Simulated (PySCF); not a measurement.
C₃H₈F₂SeSi

```xyz
15

C     3.0173    0.6311   -0.2008
Se    1.1699    1.2551   -0.3446
Si    0.1797   -0.7897   -0.3854
C    -1.6488   -0.4840   -0.8107
C    -2.2831    0.4239    0.2082
F    -2.1674   -0.1027    1.4559
F    -3.6163    0.5674   -0.0067
H     3.1337    0.0730    0.7234
H     3.6585    1.5078   -0.1904
H     3.2508    0.0066   -1.0578
H     0.7768   -1.5979   -1.4515
H     0.3194   -1.4607    0.9061
H    -2.1918   -1.4277   -0.8135
H    -1.7614   -0.0274   -1.7925
H    -1.8416    1.4335    0.2326
```

Geometry: GFN2-xTB.

Theory: CAM-B3LYP/def2-SVPD, SCF density, gas phase in PySCF.

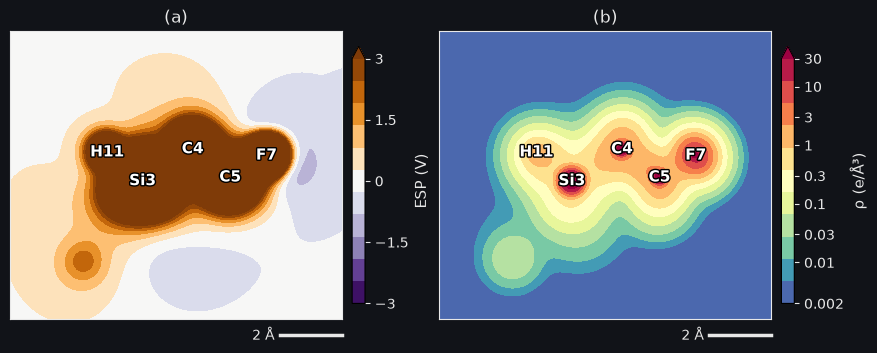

Figure 1. (a) electrostatic potential; (b) electron density on the plane of atoms Si3, C4 and C5.

Q: Read the bonding off the picture.

A: Atoms in the plane: Si, C, F and H.
C–F (1.36 Å): ρ is about 2.2 e/Å³ halfway, with its minimum of 1.7 e/Å³ about 0.5 Å from C.
C–C (1.50 Å): the density is about 1.8 e/Å³ at the midpoint.
C–Si (1.90 Å): the density is about 0.93 e/Å³ at the midpoint.
Si–H (1.46 Å): ρ is about 0.8 e/Å³ halfway.
Outside the dense part of the molecule the potential is most negative (−1.0 V) near F7.

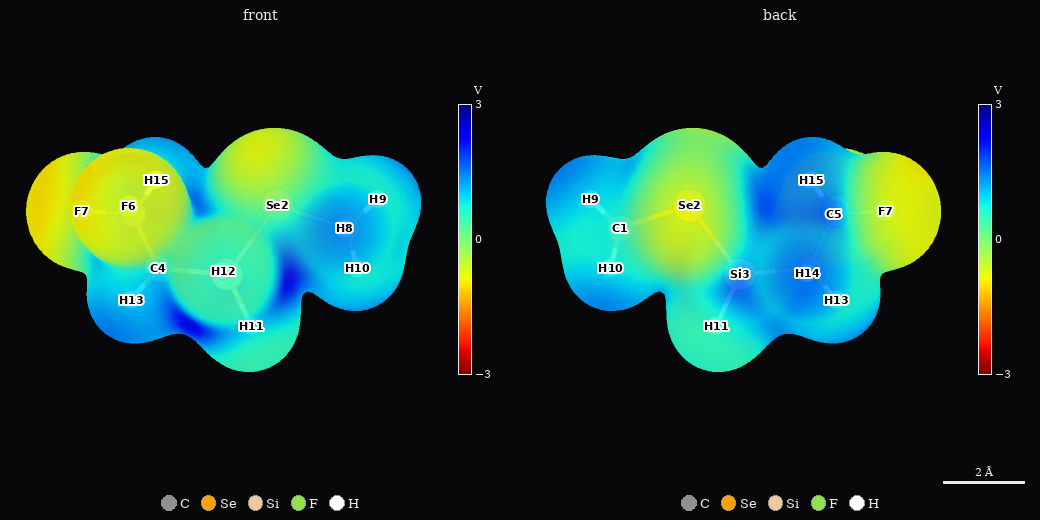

Figure 2. The molecular electrostatic potential painted on the density surface at 0.004 e/bohr³, seen from the front and from behind; red is negative and blue positive.

Q: Where is the surface potential most negative and most positive?

A: The most negative region (about −1.0 V) lies over F6 and F7, the most positive (about +2.3 V) over Si3.

Q: How polar is the molecule by this calculation?

A: Its dipole moment is 3.04 D.
